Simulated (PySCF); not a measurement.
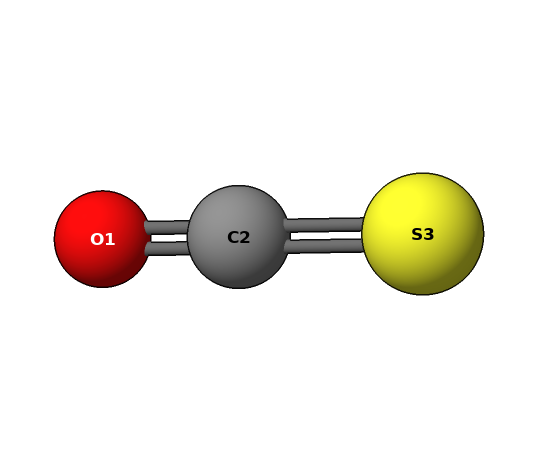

Computed geometry: PBE0-D3(BJ)/def2-SVP optimisation. No frequency run is at hand to confirm it as a minimum. Method: TDDFT PBE0/def2-SVPD, vertical, gas phase, core orbitals frozen in the response (PySCF 2.14.0), and the same with a continuum solvent (IEF-PCM, Bondi radii x 1.2, gas-phase geometry).

How do dipole (D), HOMO–LUMO gap (eV), lowest singlet (eV) change in chloroform (ε = 4.7)?

```csv
medium,dipole (D),HOMO–LUMO gap (eV),lowest singlet (eV)
gas phase,0.72,7.78,5.64
chloroform,0.84,7.78,5.65
```
